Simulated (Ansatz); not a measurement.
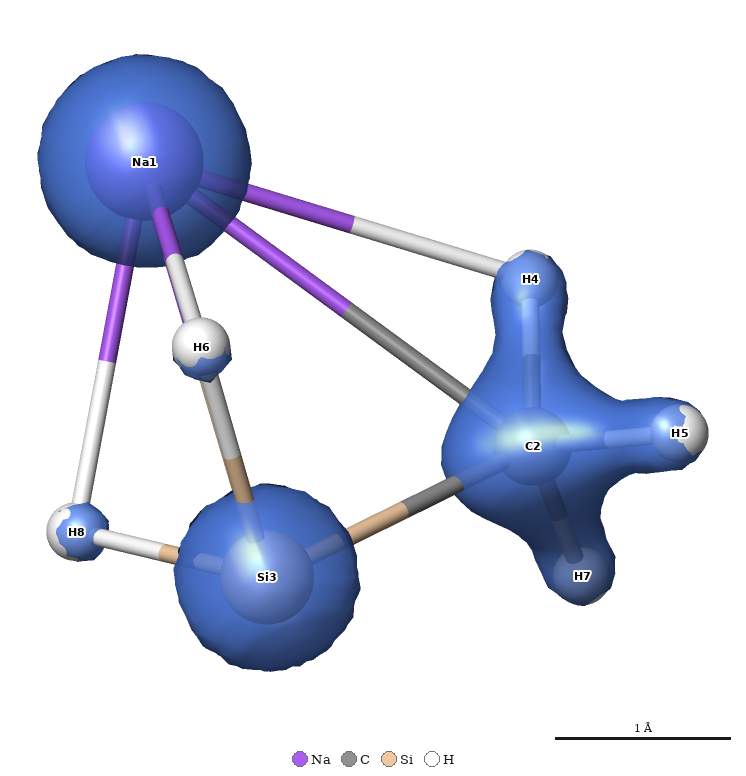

The picture shows: CH5NaSi. Isosurface of the electron density at 1.5 e/Å³ (blue), seen at a tilt.

Geometry: PBE0-D4/def2-TZVP.

The calculation used RKS PBE0-D4/def2-TZVPP in Ansatz.

| atom | x (Å) | y (Å) | z (Å) |
| --- | --- | --- | --- |
| Na | -2.0826 | -0.1841 | 0.5132 |
| C | 0.1258 | 0.3350 | -1.0671 |
| Si | 0.6208 | -0.2900 | 0.7457 |
| H | -0.9084 | 0.4702 | -1.4263 |
| H | 0.6088 | 1.3057 | -1.2141 |
| H | -0.3706 | 0.6439 | 1.5375 |
| H | 0.5891 | -0.3529 | -1.7806 |
| H | -0.3914 | -1.4958 | 0.8052 |

How is the density connected at this value?

At this value the surface falls into five separate pieces. It bridges the sampled C–H (1.09 Å) contacts, where the density stays above the isovalue. It is pinched off along the sampled C–Si (1.98 Å), Na–Si (2.72 Å) and C–Na (2.76 Å) contacts. On the grid the lowest density along these lines, outside the cores, is 0.65 e/Å³ (C–Si, 1.98 Å), 0.15 e/Å³ (Na–Si, 2.72 Å), 0.1 e/Å³ (C–Na, 2.76 Å) and 1.8 e/Å³ (C–H, 1.09 Å).
